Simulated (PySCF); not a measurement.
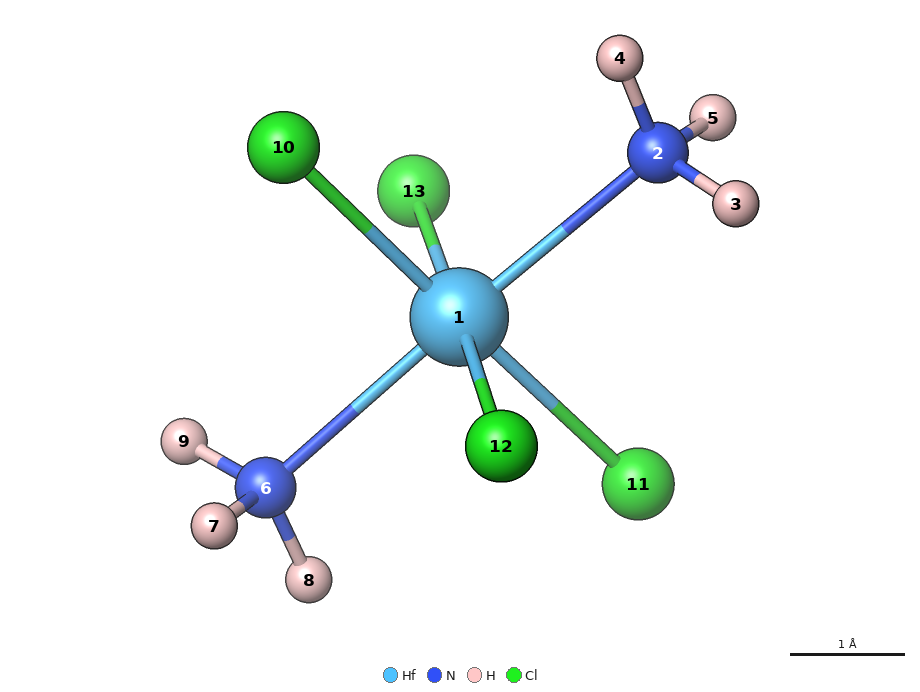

Orthographic view. Atoms fade into the background with distance from the viewer. Charge 0, singlet. The geometry was computed by an optimisation with PBE0-D3(BJ)/def2-SVP. No frequency run is at hand to confirm it as a minimum.

List the bonded neighbours of every atom.

Hf1: N2, N6, Cl10, Cl11, Cl12, Cl13
N2: Hf1, H3, H4, H5
N6: Hf1, H7, H8, H9
Cl10: Hf1
Cl11: Hf1
Cl12: Hf1
Cl13: Hf1
(terminal hydrogens appear only as neighbours)
